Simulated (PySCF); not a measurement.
GeH2, SMILES `[GeH2]`.

Level of theory: CAM-B3LYP/def2-SVP (PySCF), at a geometry from GFN2-xTB. No frequency check shows the geometry to be a minimum. GFN2-xTB bond lengths at metals and heavier atoms can be off by up to 0.1 Å and shapes distorted, which carries into these values. Without diffuse functions Rydberg states are missing, so the states' numbers hold for this basis only.

Coordinates in Å:

```
Ge1      0.0689    0.0000    0.0000
H2      -1.1026   -1.1010    0.0000
H3      -1.1025    1.1011    0.0000
```

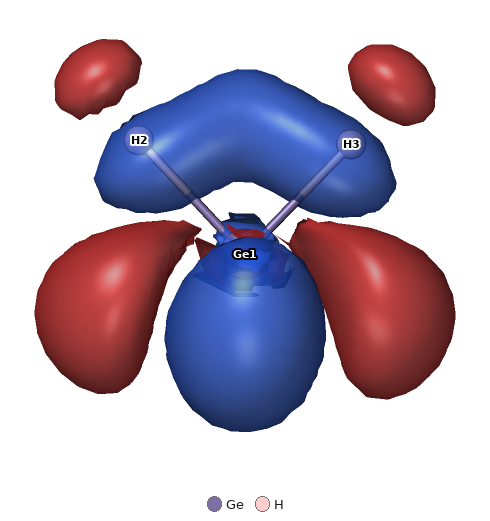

Unrelaxed difference density of S₃ less the ground state (TDA singlet states), ±0.015 e/Å³; red: gain, blue: loss.

> How does the charge move on excitation?

0.47 e is displaced in all, mostly between regions of the same atoms. The state: 7.55 eV (164 nm), f = 0.272 (bright), partly diffuse acceptor orbital, which a basis without diffuse functions describes poorly; the leading pair carries 88 %; hole on Ge1 (70 %) and H2 and H3 (15 % each), electron on Ge1 (68 %) and H2 and H3 (16 % each) (atom shares of so diffuse an orbital are rough); their centroids lie 0.0 Å apart.

Cost of the run: 6.6 s on 1 thread of Intel(R) Xeon(R) 6975P-C (Granite Rapids) (shared host), peak memory 0.23 GiB.
